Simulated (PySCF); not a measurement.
CH7ClN, charge +1, SMILES `[NH4+].CCl`.

PySCF calculation, r2SCAN/def2-TZVP, gas phase; geometry: GFN2-xTB. GFN2-xTB bond lengths at metals and heavier atoms can be off by up to 0.1 Å and shapes distorted, which carries into these values.

Input script:

```python
import numpy as np
from pyscf import gto, scf, dft
from pyscf.scf import atom_ks, atom_hf
from scipy.linalg import block_diag
from pyscf.dispersion import dftd3

def solve(mol, dm0=None, hcore=None):
    mf = (dft.UKS if mol.spin else dft.RKS)(mol, xc='r2scan')
    mf.grids.level = 3
    mf = mf.density_fit(auxbasis='def2-universal-jkfit')
    mf.conv_tol, mf.max_cycle = 1e-8, 80
    if hcore is not None:
        mf.get_hcore = lambda *args: hcore
    mf.kernel(dm0)
    if not mf.converged:
        mf = mf.newton().run(mf.mo_coeff, mf.mo_occ, max_cycle=30)
    assert mf.converged, 'SCF not converged'
    return mf

mol = gto.M(atom='''
N     -2.35002     0.26594     0.00005
H     -2.73164     0.08043     0.93270
H     -2.50936     1.24660    -0.24841
H     -2.81678    -0.33989    -0.68207
H     -1.29503     0.04311    -0.00172
C      1.76330     0.69552     0.00015
Cl     0.54196    -0.58009    -0.00016
H      1.63095     1.29978     0.89258
H      1.64323     1.28825    -0.90172
H      2.73552     0.20850     0.01010
''', basis='def2-tzvp', charge=1, spin=0, verbose=4)
mol_a = gto.M(atom='''
N     -2.35002     0.26594     0.00005
H     -2.73164     0.08043     0.93270
H     -2.50936     1.24660    -0.24841
H     -2.81678    -0.33989    -0.68207
H     -1.29503     0.04311    -0.00172
ghost-C      1.76330     0.69552     0.00015
ghost-Cl     0.54196    -0.58009    -0.00016
ghost-H      1.63095     1.29978     0.89258
ghost-H      1.64323     1.28825    -0.90172
ghost-H      2.73552     0.20850     0.01010
''', basis='def2-tzvp', charge=1, spin=0, verbose=4)
mol_b = gto.M(atom='''
ghost-N     -2.35002     0.26594     0.00005
ghost-H     -2.73164     0.08043     0.93270
ghost-H     -2.50936     1.24660    -0.24841
ghost-H     -2.81678    -0.33989    -0.68207
ghost-H     -1.29503     0.04311    -0.00172
C      1.76330     0.69552     0.00015
Cl     0.54196    -0.58009    -0.00016
H      1.63095     1.29978     0.89258
H      1.64323     1.28825    -0.90172
H      2.73552     0.20850     0.01010
''', basis='def2-tzvp', charge=0, spin=0, verbose=4)
ab, a, b = solve(mol), solve(mol_a), solve(mol_b)
e_int = ab.e_tot - a.e_tot - b.e_tot
print('counterpoise-corrected interaction energy / kcal/mol', e_int * 627.5095)
def disp(atoms, charge):
    m = gto.M(atom=atoms, charge=charge, basis='sto-3g', spin=None, unit='Bohr', verbose=0)
    return dftd3.DFTD3Dispersion(m, xc='r2scan', version='d3bj').get_dispersion()['energy']
e_disp = disp(mol._atom, mol.charge) - disp(mol._atom[:5], mol_a.charge) - disp(mol._atom[5:], mol_b.charge)
print('D3(BJ) part / kcal/mol', e_disp * 627.5095)
# spherically averaged free atoms, for the promolecule
atm = atom_ks.get_atm_nrks(mol, xc='r2scan')
pro = block_diag(*[(atm[a[0]][2] * atm[a[0]][3]) @ atm[a[0]][2].T for a in mol._atom])
np.savez('result.npz', e_int=e_int, e_disp=e_disp, dm_a=a.make_rdm1(), dm_b=b.make_rdm1(), c=ab.mo_coeff, occ=ab.mo_occ, eps=ab.mo_energy, pro=pro, d=[f.dip_moment(verbose=0) for f in (ab, a, b)])
```

Command:

```sh
OMP_NUM_THREADS=1 python input.py
```

The run took 46 s on 1 thread of Intel(R) Xeon(R) Platinum 8375C CPU @ 2.90GHz (Ice Lake), on a shared host, peak memory 0.58 GiB.

Partitions, critical points and surface values were worked out afterwards from this run's density.

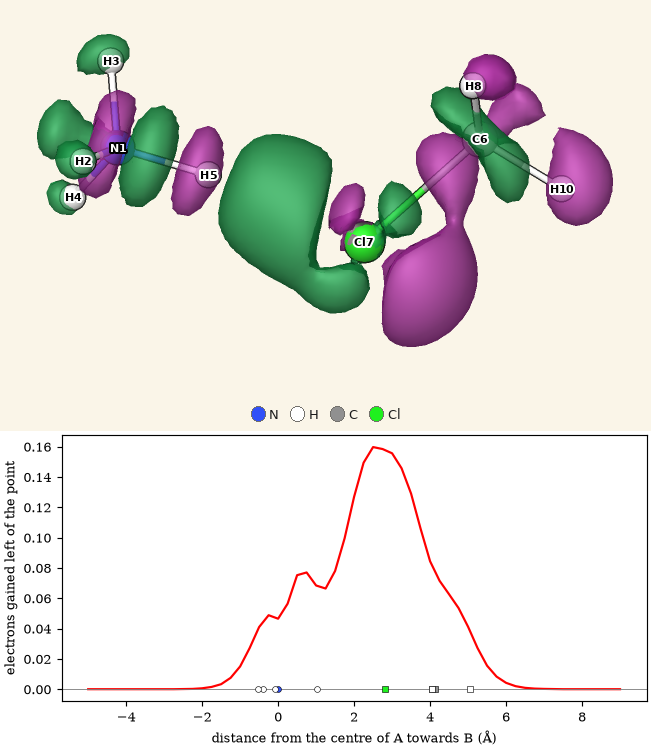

Density of the complex less the densities of the two fragments at the same geometry, ±0.015 e/Å³ (green: gain, purple: loss). Fragment A: NH4(+1) (atoms 1–5); fragment B: H3CCl. Below: the charge-displacement curve along the line of centres (A on the left).

Question: Which way does charge flow?

Answer: Hirshfeld charges show 0.090 e passing from B to A. By Hirshfeld charges, electrons gather most on N1 (−0.030 e) and leave H10 most (+0.032 e); 0.25 e is displaced in all.

Question: What is the interaction energy, and which contacts carry it?

Answer: The counterpoise-corrected interaction energy of the frozen fragments is −14.1 kcal/mol without dispersion correction and −14.5 kcal/mol with D3(BJ). The pair geometry is semi-empirical, not a minimum at this level. Contacts: H5···Cl7, hydrogen bond, 1.94 Å, ρ = 0.048 a.u. The pose is a local one from a semi-empirical search, not shown to be the most stable.
